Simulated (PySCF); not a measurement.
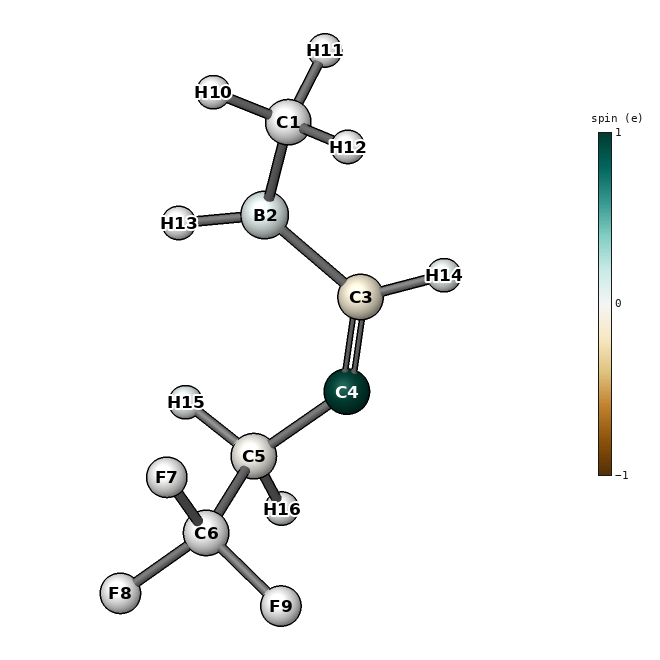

Atoms are coloured by their Mulliken spin populations. State: neutral, doublet. The computed structure is the end point of a GFN2-xTB optimisation. No frequency run is at hand to confirm it as a minimum. Method: UKS B3LYP, pcH-1 on B C F H, non-relativistic (PySCF 2.14.0).

Give the Mulliken spin populations atom by atom.

```tsv
atom	value (e)
C1	0.00
B2	0.07
C3	−0.13
C4	0.97
C5	−0.03
C6	0.00
F7	0.00
F8	0.00
F9	0.00
H10	0.00
H11	0.00
H12	0.00
H13	0.00
H14	0.05
H15	0.05
H16	0.02
```

Mulliken values depend strongly on the basis set. The geometry is semi-empirical. Around B such bond lengths and angles can be off by a tenth of an ångström or more and by several degrees, and values that hang on the shape move with them.
